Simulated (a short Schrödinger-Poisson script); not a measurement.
Stack: MOS inversion layer, SiO2 on p-type Si(100), at 300 K.

```csv
layer,material,thickness (nm),Na (cm⁻³)
1,SiO2,2.8,-
2,Si,290,5.5e17
```

Constants are typed, rounded textbook-type inputs, not results; the design itself was drawn at random and stands for no fabricated device. SiO2: permittivity 3.9, conduction-band edge (eV) 3.15, gap (eV) 9, electron mass (mₑ) 0.5. Si: permittivity 11.7, conduction-band edge (eV) 0, gap (eV) 1.124, Nv at 300 K (cm⁻³) 3.1e19.

Channel valleys (confinement mass, in-plane density-of-states mass, number): Δ2 0.916, 0.19, 2; Δ4 0.19, 0.417, 4. At the gate the conduction-band edge of layer 1 lies 3.33 eV − eVg above the Fermi level of the channel; the field vanishes at the back. Gaps are held at their typed values at every temperature. Mesh 0.03 nm at interfaces.

Solved with a short Schrödinger-Poisson script written for these runs: 1D Poisson equation in equilibrium, electrons quantum, Hartree (BenDaniel-Duke, 12 states a valley, the channel's in-plane mass for all, wave functions ending at the dielectric), parabolic valleys, classical holes, full ionisation, no traps, pinning or gate leakage.

Only gate voltages with over 1e8 electrons/cm² are shown.

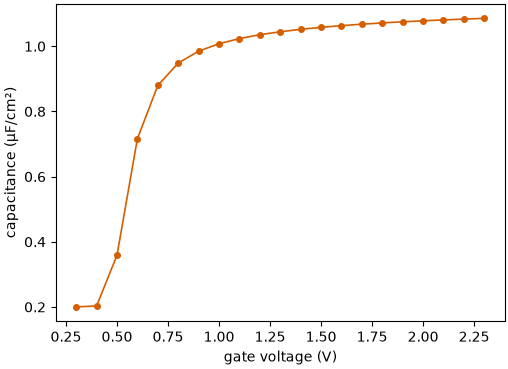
*Quasi-static capacitance against gate voltage*

```tsv
Vg (V)	electrons (cm⁻²)	C (μF/cm²)	Δ2 E0 (meV)	Δ2 E1 (meV)	Δ4 E0 (meV)	Δ4 E1 (meV)
0.3	1.30e8	0.200	279.1	343.5	338.5	443.8
0.5	5.22e10	0.359	122.5	191.6	186.2	299.4
0.7	8.07e11	0.880	48.8	123.3	118.0	235.8
0.9	1.96e12	0.985	22.1	102.1	97.2	217.8
1.1	3.21e12	1.02	5.5	90.7	86.1	208.9
1.3	4.49e12	1.04	-7.3	82.9	78.5	203.2
1.5	5.80e12	1.06	-18.1	76.9	72.8	199.2
1.7	7.13e12	1.07	-27.6	72.0	68.1	196.0
1.9	8.46e12	1.08	-36.4	67.7	64.0	193.4
2.1	9.81e12	1.08	-44.7	63.9	60.3	191.2
2.3	1.12e13	1.09	-52.6	60.5	57.0	189.3
```

Subbands count from the Fermi level.
